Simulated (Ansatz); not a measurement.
H3Si2 (charge −1, triplet)

The calculation's input:

```
crystal:
  periodic: [false, false, false]
  atoms:
    - {symbol: Si, position_ang: [1.181215, -0.310923, 0.974277]}
    - {symbol: Si, position_ang: [-0.577013, 0.201066, -0.482041]}
    - {symbol: H, position_ang: [1.662881, 1.082961, 1.387555]}
    - {symbol: H, position_ang: [-1.869143, -0.481907, -0.052993]}
    - {symbol: H, position_ang: [-0.397939, -0.491198, -1.826806]}
basis:
  gaussian: {orbitals: def2-TZVPD, initial_orbitals: start.molden}
total_charge: -1
magnetization: {spin_polarized: true, initial_magnetization: 2}
hamiltonian: {xc: pbe0, dispersion: d4}
output: {orbitals: {seedname: orbitals}}
```

Launched as:

```sh
ansatz run in.yaml --threads 4 --pin off --events-out ev --progress --plain --max-ram 3916MiB
```

Geometry: PBE0-D4/def2-TZVPD.

Method: UKS PBE0-D4/def2-TZVPD in Ansatz 0.2.0.

### Predict the electron density, electron localisation function and spin density between the atoms.

Si–Si (2.34 Å): ρ is about 0.56 e/Å³ halfway; the ELF peaks at about 0.95 between the atoms; a covalent bond.
Si–H (1.53 Å): the density is about 0.71 e/Å³ at the midpoint; the ELF climbs to about 1 towards the hydrogen, as it does in any bond to H.
The unpaired spin (2 electrons) lies mostly on Si1 (about 1.1) and Si2 (about 0.7), in electrons by Hirshfeld's partition.

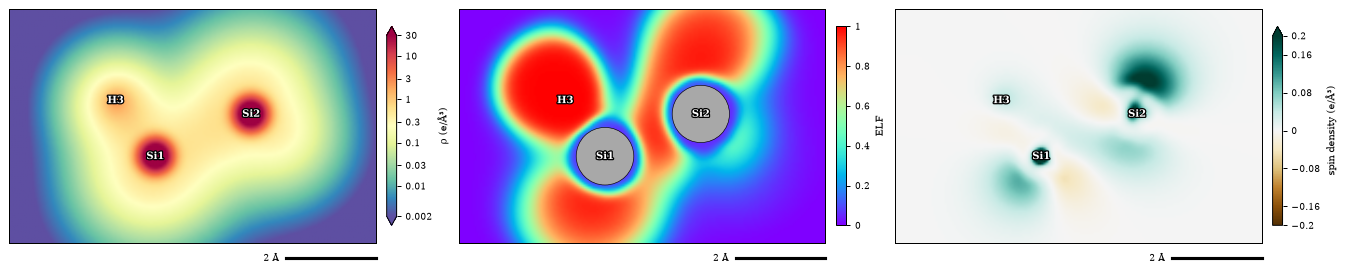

Computed electron density, electron localisation function and spin density on the plane of atoms Si2, Si1 and H3, in this order. Grey discs cover the atomic cores in the ELF map. 
